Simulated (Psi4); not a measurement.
# One shape, several levels: SiF2 (SMILES F[Si]F)

Wanted: a comparison of 3 runs (HF/6-31G, CAM-B3LYP/cc-pVTZ, FNO-CCSD(T)/jun-cc-pV(D+d)Z) of SiF2. 

The results are computed with Psi4 1.11.

2 further runs of the same task are left out: 2 set aside as unsound or not needed.

### Step 1. Starting point

SiF2: 3 atoms, total charge 0, spin state singlet. As SMILES, `F[Si]F`. The coordinates come from a GFN2-xTB relaxation.

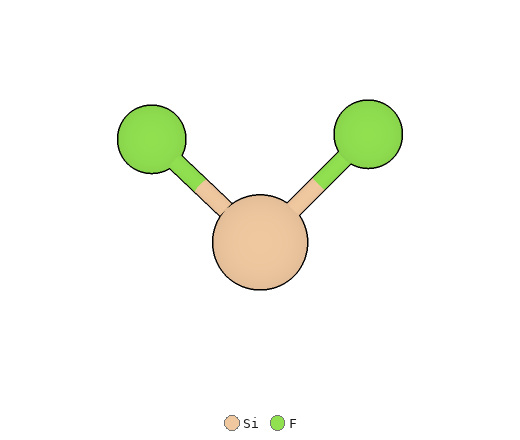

Viewed from a chosen angle; silicon light orange, fluorine green.

### Step 2. Energy and gradient at HF/6-31G (run 1)

Input file input.json:

```json
{
 "schema_name": "qcschema_input",
 "schema_version": 1,
 "molecule": {
  "schema_name": "qcschema_molecule",
  "schema_version": 2,
  "symbols": ["Si", "F", "F"],
  "geometry": [0.00797464, -0.0145131, -1.40748691, 2.20328838, -0.03276785, 0.71915417, -2.21126302, 0.04728095, 0.68831384],
  "molecular_charge": 0,
  "molecular_multiplicity": 1,
  "fix_symmetry": "c1"
 },
 "driver": "gradient",
 "model": {
  "method": "hf",
  "basis": "6-31G"
 },
 "keywords": {
  "puream": true,
  "e_convergence": 1e-09,
  "d_convergence": 1e-08,
  "scf_type": "pk"
 }
}
```

Command:

```console
$ psi4 --qcschema input.json -n 1 --memory 1600MB
```

stdout:

```text
[...]
  Running in c1 symmetry.
[...]
  Nuclear repulsion =  100.838229405803773
[...]
  Multiplicity = 1
[...]
  Nalpha       = 16
  Nbeta        = 16
[...]
    Number of basis functions: 31
[...]
   @RHF iter   1:  -487.72495694628094   -8.31329e-01   1.29138e-02 DIIS/ADIIS
[...]
   @RHF iter  11:  -487.78601954644262   -1.13687e-13   9.30028e-10 DIIS
[...]
    Orbital Energies [Eh]
    ---------------------
    Doubly Occupied:
       1A    -68.913502     2A    -26.288019     3A    -26.287494
       4A     -6.266107     5A     -4.367332     6A     -4.366355
       7A     -4.365343     8A     -1.613474     9A     -1.579067
      10A     -0.780746    11A     -0.686380    12A     -0.685300
      13A     -0.672677    14A     -0.635130    15A     -0.618796
      16A     -0.431999
[...]
  @RHF Final Energy:  -487.78601954644262
   => Energetics <=
    Nuclear Repulsion Energy =            100.8382294058037729
    One-Electron Energy =                -880.1330507961804415
    Two-Electron Energy =                 291.5088018439340658
    Total Energy =                       -487.7860195464426170
[...]
 Multipole Moments:
 ------------------------------------------------------------------------------------
     Multipole            Electronic (a.u.)      Nuclear  (a.u.)        Total (a.u.)
 ------------------------------------------------------------------------------------
 L = 1.  Multiply by 2.5417464519 to convert [e a0] to [Debye]
 Dipole X            :          0.0010139           -0.0053135           -0.0042996
 Dipole Y            :         -0.1737485           -0.9079333           -1.0816818
 Dipole Z            :         -0.0000000            0.0000000           -0.0000000
 Magnitude           :                                                    1.0816903
[...]
  -Total Gradient:
     Atom            X                  Y                   Z
    ------   -----------------  -----------------  -----------------
       1        0.001330739544     0.048612964648    -0.000000000000
       2        0.038552521209    -0.024080131047     0.000000000000
       3       -0.039883260753    -0.024532833604     0.000000000000
[...]
```

The result, in JSON:

```text
{
 "driver": "gradient",
 "model": {
  "method": "hf",
  "basis": "6-31G"
 },
 "success": true,
 "return_result": [0.0013307395444502835, 0.04861296464847931, -8.324238904789822e-17, 0.038552521208638654, -0.024080131047146708, 7.869413854973215e-18, -0.039883260753394684, -0.02453283360410609, 7.537297519306521e-17],
 "properties": {
  "calcinfo_nbasis": 31,
  "calcinfo_nmo": 31,
  "calcinfo_nalpha": 16,
  "calcinfo_nbeta": 16,
  "calcinfo_natom": 3,
  "nuclear_repulsion_energy": 100.83822940580377,
  "return_energy": -487.7860195464426,
  "return_gradient": [0.0013307395444502835, 0.04861296464847931, -8.324238904789822e-17, 0.038552521208638654, -0.024080131047146708, 7.869413854973215e-18, -0.039883260753394684, -0.02453283360410609, 7.537297519306521e-17],
  "scf_one_electron_energy": -880.1330507961804,
  "scf_two_electron_energy": 291.50880184393407,
  "scf_dipole_moment": [-0.004299598690992779, -1.0816818000786583, -2.2026679240158794e-15],
  "scf_total_energy": -487.7860195464426,
  "scf_total_gradient": [0.0013307395444502835, 0.04861296464847931, -8.324238904789822e-17, 0.038552521208638654, -0.024080131047146708, 7.869413854973215e-18, -0.039883260753394684, -0.02453283360410609, 7.537297519306521e-17],
  "scf_iterations": 11
 }
}
```

It took 1.4 s on 1 thread of Intel Xeon 6975P-C (Granite Rapids), shared host; peak memory 0.19 GiB.

### Step 3. A single-point energy at CAM-B3LYP/cc-pVTZ (run 2)

Input file job.json:

```json
{
  "schema_name": "qcschema_input",
  "schema_version": 1,
  "molecule": {
    "schema_name": "qcschema_molecule",
    "schema_version": 2,
    "symbols": ["Si", "F", "F"],
    "geometry": [0.00797464, -0.0145131, -1.40748691, 2.20328838, -0.03276785, 0.71915417, -2.21126302, 0.04728095, 0.68831384],
    "molecular_charge": 0,
    "molecular_multiplicity": 1,
    "fix_symmetry": "c1"
  },
  "driver": "energy",
  "model": {
    "method": "cam-b3lyp",
    "basis": "cc-pVTZ"
  },
  "keywords": {
    "puream": true,
    "e_convergence": 1e-09,
    "d_convergence": 1e-08,
    "scf_type": "pk",
    "dft_radial_points": 99,
    "dft_spherical_points": 590,
    "scf_properties": ["QUADRUPOLE", "WIBERG_LOWDIN_INDICES", "MAYER_INDICES"]
  }
}
```

Command:

```console
$ psi4 --qcschema job.json -n 1 --memory 1600MB
```

stdout:

```text
[...]
  Running in c1 symmetry.
[...]
  Nuclear repulsion =  100.838229405803773
[...]
  Multiplicity = 1
[...]
  Nalpha       = 16
  Nbeta        = 16
[...]
    Number of basis functions: 94
[...]
   @RKS iter   1:  -489.23046225063769   -5.98520e-01   6.14868e-03 ADIIS/DIIS
[...]
   @RKS iter  10:  -489.32591857758831   -5.91172e-12   4.03864e-09 DIIS
[...]
    Orbital Energies [Eh]
    ---------------------
    Doubly Occupied:
       1A    -66.293213     2A    -24.753953     3A    -24.753464
       4A     -5.427955     5A     -3.789648     6A     -3.786854
       7A     -3.782580     8A     -1.287429     9A     -1.258162
      10A     -0.638327    11A     -0.562388    12A     -0.543065
      13A     -0.537539    14A     -0.501436    15A     -0.478377
      16A     -0.364311
[...]
  @RKS Final Energy:  -489.32591857758831
   => Energetics <=
    Nuclear Repulsion Energy =            100.8382294058037729
    One-Electron Energy =                -881.0194032543029152
    Two-Electron Energy =                 322.4184220099120353
    DFT Exchange-Correlation Energy =     -31.5631667390011721
    Empirical Dispersion Energy =           0.0000000000000000
    VV10 Nonlocal Energy =                  0.0000000000000000
    Total Energy =                       -489.3259185775883111
[...]
 Multipole Moments:
 ------------------------------------------------------------------------------------
     Multipole            Electronic (a.u.)      Nuclear  (a.u.)        Total (a.u.)
 ------------------------------------------------------------------------------------
 L = 1.  Multiply by 2.5417464519 to convert [e a0] to [Debye]
 Dipole X            :          0.0043033           -0.0053135           -0.0010102
 Dipole Y            :          0.2762256           -0.9079333           -0.6317077
 Dipole Z            :         -0.0000000            0.0000000           -0.0000000
 Magnitude           :                                                    0.6317085
 L = 2.  Multiply by 1.3450342976 to convert [e a0^2] to [Debye ang]
 Quadrupole XX       :       -105.9274044           87.7272262          -18.2001782
 Quadrupole XY       :          0.4163947           -0.4071964            0.0091982
[...]
```

The result, in JSON:

```text
{
 "driver": "energy",
 "model": {
  "method": "cam-b3lyp",
  "basis": "cc-pVTZ"
 },
 "success": true,
 "return_result": -489.3259185775883,
 "properties": {
  "calcinfo_nbasis": 94,
  "calcinfo_nmo": 94,
  "calcinfo_nalpha": 16,
  "calcinfo_nbeta": 16,
  "calcinfo_natom": 3,
  "nuclear_repulsion_energy": 100.83822940580377,
  "return_energy": -489.3259185775883,
  "scf_one_electron_energy": -881.0194032543029,
  "scf_two_electron_energy": 322.41842200991204,
  "scf_xc_energy": -31.563166739001172,
  "scf_dipole_moment": [-0.0010102495967670988, -0.6317077101913671, -3.6557174285446363e-16],
  "scf_total_energy": -489.3259185775883,
  "scf_iterations": 10
 }
}
```

It took 10 s on 1 thread of Intel Xeon 6975P-C (Granite Rapids), shared host; peak memory 1 GiB.

### Step 4. A single-point energy at FNO-CCSD(T)/jun-cc-pV(D+d)Z (density fitting) (run 3)

Input file job.in:

```
memory 1600 mb

molecule {
  0 1
  Si
  F 1 1.617443
  F 1 1.615613 2 92.55524
  symmetry c1
}

set {
  reference     rhf
  freeze_core   true
  diis_max_vecs 3
}

e_tot, wfn = energy("fno-ccsd(t)/jun-cc-pV(D+d)Z", return_wfn=True)
print_variables()
```

Command:

```console
$ psi4 -i job.in -o job.out -n 1
```

job.out:

```text
[...]
  Running in c1 symmetry.
[...]
  Nuclear repulsion =  100.838229207777900
[...]
  Multiplicity = 1
[...]
  Nalpha       = 16
  Nbeta        = 16
[...]
    Number of basis functions: 63
[...]
   @RHF iter   1:  -487.84631188094869   -8.81895e-01   6.83883e-03 DIIS/ADIIS
[...]
   @RHF iter  12:  -487.91324788603833   -9.66338e-13   5.98953e-09 DIIS
[...]
    Orbital Energies [Eh]
    ---------------------
    Doubly Occupied:
       1A    -68.897210     2A    -26.310975     3A    -26.310487
       4A     -6.233489     5A     -4.336497     6A     -4.334951
       7A     -4.334331     8A     -1.621867     9A     -1.591091
      10A     -0.797101    11A     -0.713510    12A     -0.701720
      13A     -0.685893    14A     -0.649938    15A     -0.631819
      16A     -0.425325
[...]
  @RHF Final Energy:  -487.91324788603833
   => Energetics <=
    Nuclear Repulsion Energy =            100.8382292077778999
    One-Electron Energy =                -880.3505466023023018
    Two-Electron Energy =                 291.5990695084860818
    Total Energy =                       -487.9132478860383344
[...]
 Multipole Moments:
 ------------------------------------------------------------------------------------
     Multipole            Electronic (a.u.)      Nuclear  (a.u.)        Total (a.u.)
 ------------------------------------------------------------------------------------
 L = 1.  Multiply by 2.5417464519 to convert [e a0] to [Debye]
 Dipole X            :         -0.0471594            0.6558006            0.6086412
 Dipole Y            :         -0.0411024            0.6279305            0.5868281
 Dipole Z            :         -0.0000000            0.0000000           -0.0000000
 Magnitude           :                                                    0.8454652
[...]
      * MP2 total energy:                   -488.375759821399
[...]
      * MP2 total energy:                   -488.375759821399
[...]
      * MP3 total energy:                   -488.375148356797
[...]
      * CCSD total energy:                  -488.387878172423
[...]
      * CCSD(T) total energy                -488.398006545820
[...]
```

Run time: 6 s. Hardware: 1 thread of Intel Xeon 6975P-C (Granite Rapids), shared host; peak memory 0.32 GiB.

### Step 5. The series

```tsv
run	level	task	integration grid	energy (Eh)	dipole moment (D)	HOMO energy (eV)	LUMO energy (eV)	wall time
1	HF/6-31G	gradient	–	-487.786020	2.75	-11.76	0.53	1.4 s
2	CAM-B3LYP/cc-pVTZ	energy	99 radial × 590 angular	-489.325919	1.61	-9.91	-1.07	10 s
3	FNO-CCSD(T)/jun-cc-pV(D+d)Z (density fitting)	energy	–	-488.398007	–	-11.57	0.31	6 s
```

### Step 6. What came out

| quantity | value |
| --- | --- |
| run 3: total energy | -488.39801 Eh |
| run 3: HOMO energy (Hartree–Fock orbitals) | -11.57 eV |
| run 3: LUMO energy (Hartree–Fock orbitals) | 0.31 eV |
| run 3: HOMO–LUMO gap (Hartree–Fock orbitals) | 11.88 eV |
| run 3: correlation energy (7 core orbitals frozen) | -484.8 mEh |
| run 3: (T) correction | -10.13 mEh |
| run 3: T1 diagnostic | 0.017 |

All runs together took 18 s, the longest 10 s.
